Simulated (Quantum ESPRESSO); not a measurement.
**How far to go with the k-point mesh: Pt (Fm-3m, 1 atom in the cell)**

```xyz
1
Lattice="-1.9541 0.0000 1.9541 0.0000 1.9541 1.9541 -1.9541 1.9541 0.0000" Properties=species:S:1:pos:R:3 pbc="T T T"
Pt     0.0000     0.0000     0.0000
```

Method: PBEsol, SSSP 1.1.2 efficiency (PBE) pseudopotentials (plane waves; Quantum ESPRESSO).

Base settings: ecutwfc = 40 Ry; ecutrho = 320 Ry; occupations = smearing; smearing = gauss; degauss = 0.0073499 Ry; input_dft = pbesol; potentials = {Pt: pt_pbe_v1.4.uspp.F.UPF}; K_POINTS = automatic 14 14 14 0 0 0; conv_thr = 1e-11 Ry; mixing_beta = 0.4.

Only quantities that move along the ladder and can be compared are tabulated.

The count of work is k-points × plane waves × bands × iterations; it is no time. Core times come from one kind of shared machine, to one figure; runs under 30 s give none.

The starting cell has typed, rounded lattice constants, without a prior relaxation at this level. Its lattice was rescaled by up to half a per cent. Spin polarisation is off.

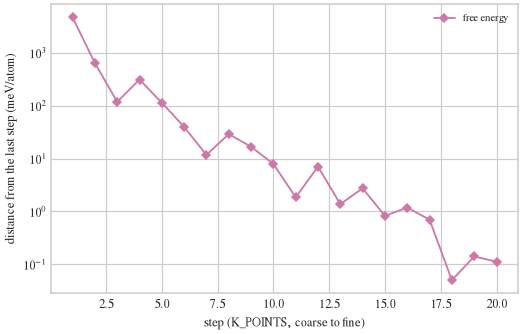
Figure: Distance from the last step along the ladder; very small values are drawn at a floor.

| K_POINTS | free energy less the last step's (meV/atom) | pressure (GPa) | count of work / last | core time / last (rough) |
|---|---|---|---|---|
| automatic 2 2 2 0 0 0 | 4681.48 | 70.30 | 0.0015 | – |
| automatic 3 3 3 0 0 0 | 643.31 | 10.54 | 0.0019 | – |
| automatic 4 4 4 0 0 0 | -118.01 | -0.74 | 0.0035 | – |
| automatic 5 5 5 0 0 0 | 312.37 | 6.22 | 0.0049 | – |
| automatic 6 6 6 0 0 0 | -113.82 | -1.79 | 0.0071 | – |
| automatic 7 7 7 0 0 0 | 39.64 | 2.63 | 0.0099 | – |
| automatic 8 8 8 0 0 0 | 11.76 | 0.33 | 0.013 | – |
| automatic 9 9 9 0 0 0 | -29.05 | 0.53 | 0.015 | – |
| automatic 10 10 10 0 0 0 | 16.72 | 1.09 | 0.021 | – |
| automatic 11 11 11 0 0 0 | -7.92 | 0.65 | 0.025 | – |
| automatic 12 12 12 0 0 0 | -1.85 | 1.11 | 0.039 | – |
| automatic 14 14 14 0 0 0 | -7.06 | 0.81 | 0.051 | – |
| automatic 15 15 15 0 0 0 | 1.37 | 0.98 | 0.059 | – |
| automatic 17 17 17 0 0 0 | -2.74 | 0.91 | 0.081 | – |
| automatic 19 19 19 0 0 0 | -0.82 | 0.91 | 0.11 | – |
| automatic 21 21 21 0 0 0 | 1.19 | 0.91 | 0.14 | 0.2 |
| automatic 25 25 25 0 0 0 | -0.70 | 0.92 | 0.22 | 0.2 |
| automatic 28 28 28 0 0 0 | 0.05 | 0.93 | 0.31 | 0.4 |
| automatic 31 31 31 0 0 0 | 0.14 | 0.92 | 0.40 | 0.5 |
| automatic 39 39 39 0 0 0 | -0.11 | 0.92 | 0.76 | 0.7 |
| automatic 43 43 43 0 0 0 | 0.00 | 0.93 | 1.0 | 1 |

Coarsest K_POINTS that holds the pressure within 0.5 GPa of the last step, with all finer ones: automatic 9 9 9 0 0 0, at 0.015 of the last step's count of work; the step before is off by 0.60 GPa.

Coarsest K_POINTS that holds the free energy within 2 meV/atom of the last step, with all finer ones: automatic 19 19 19 0 0 0, at 0.11 of the last step's count of work; the step before is off by 2.7 meV/atom.
